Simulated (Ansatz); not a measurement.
```yaml
atoms:
  - { symbol: Mg, position_ang: [-1.0584, -0.5971, -1.1458] }
  - { symbol: H, position_ang: [0.7112, -1.1278, -2.4509] }
  - { symbol: Cl, position_ang: [-2.3547, -1.4049, -2.7012] }
  - { symbol: H, position_ang: [1.0574, -0.8250, -1.8515] }
  - { symbol: O, position_ang: [-0.2609, 0.1241, 0.2822] }
  - { symbol: Si, position_ang: [0.3264, 0.7903, 1.6287] }
  - { symbol: H, position_ang: [1.0020, 2.0885, 1.3366] }
  - { symbol: H, position_ang: [1.3298, -0.1041, 2.2773] }
  - { symbol: H, position_ang: [-0.7526, 1.0560, 2.6245] }
```

The product side of a reaction path; geometry: PBE0-D4/def2-TZVP.

Method: RKS PBE0-D4/def2-TZVPP in Ansatz 0.2.0.

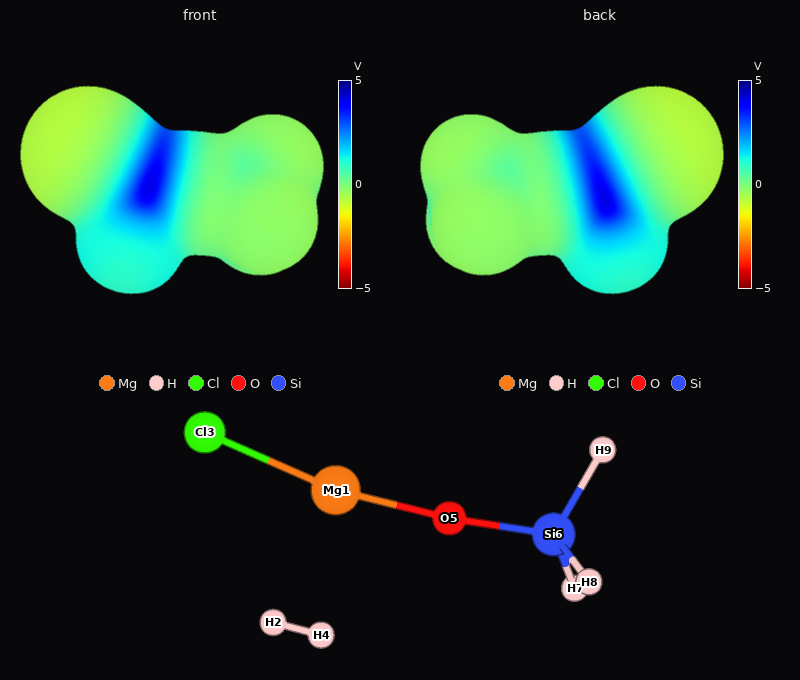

ClH$_{3}$MgOSi···H$_{2}$. The molecular electrostatic potential painted on the density surface at 0.001 e/bohr³, seen from the front and from behind; red is negative and blue positive. The bare structure is drawn below in the same view.

Q: Where is the surface potential most negative and most positive?

A: The most negative region (about −0.7 V, or −16 kcal/mol for a unit charge) lies over Cl3, the most positive (about +4.0 V, or +92 kcal/mol for a unit charge) over Mg1.
